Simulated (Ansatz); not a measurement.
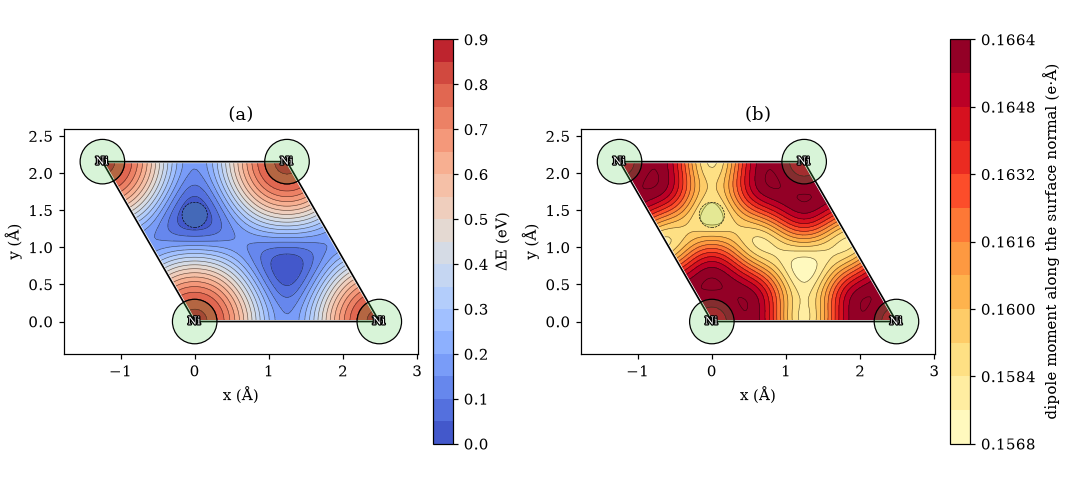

Ni on a Ni(111) slab cut from the Fm-3m phase, its upper half relaxed before the scan (12 atoms of substrate and one adsorbate in a 2 × 2 cell). 
- Ni is moved over the surface cell; relaxed at each place: the height of the adsorbate's atoms; substrate rigid; the origin of the map has the adsorbate above Ni9.
- Places are given modulo a cell vector. The map is drawn in real space over the plane of the surface.
- The scan uses a 6 × 6 grid; 10 points were computed and 26 follow by symmetry.
- Places are given in fractions of the 1 × 1 surface cell.
- Energies: eV, counted from the lowest grid point.
- The electronic state followed may not be the lowest one.
- Level of theory: DFT PBE, scalar-relativistic, plane waves, PAW in Ansatz. Settings: cutoff 420 eV, k-mesh 6×6×1, gaussian smearing 0.1 eV, spin-polarised.

Panel (a) is the energy and panel (b) the computed dipole moment along the surface normal on the same grid.

The picture shows filled contours, labelled circles for the atoms of the top layer and small ones for the second layer, the outline of one cell of the plane. Between grid points the surface is interpolated.

**How does the dipole moment along the surface normal vary over the map, and what is it at the lowest grid point?**

It runs from 0.16 e·Å at a threefold hollow over a third-layer Ni atom, (4/6, 2/6) of the cell vectors to 0.17 e·Å at (0/6, 1/6) of the cell vectors [nearest 1 Ni at 2.10 Å]. At the lowest grid point, a threefold hollow over a second-layer Ni atom, (2/6, 4/6) of the cell vectors, it is 0.16 e·Å.

| second ↓, first → | 0/6 | 1/6 | 2/6 | 3/6 | 4/6 | 5/6 |
| --- | --- | --- | --- | --- | --- | --- |
| 5/6 | 0.17 | 0.17 | 0.16 | 0.16 | 0.17 | 0.17 |
| 4/6 | 0.16 | 0.16 | 0.16 | 0.16 | 0.16 | 0.17 |
| 3/6 | 0.16 | 0.16 | 0.16 | 0.16 | 0.16 | 0.16 |
| 2/6 | 0.16 | 0.17 | 0.16 | 0.16 | 0.16 | 0.16 |
| 1/6 | 0.17 | 0.17 | 0.17 | 0.16 | 0.16 | 0.17 |
| 0/6 | 0.17 | 0.17 | 0.16 | 0.16 | 0.16 | 0.17 |

PAW datasets: the set soft_1.
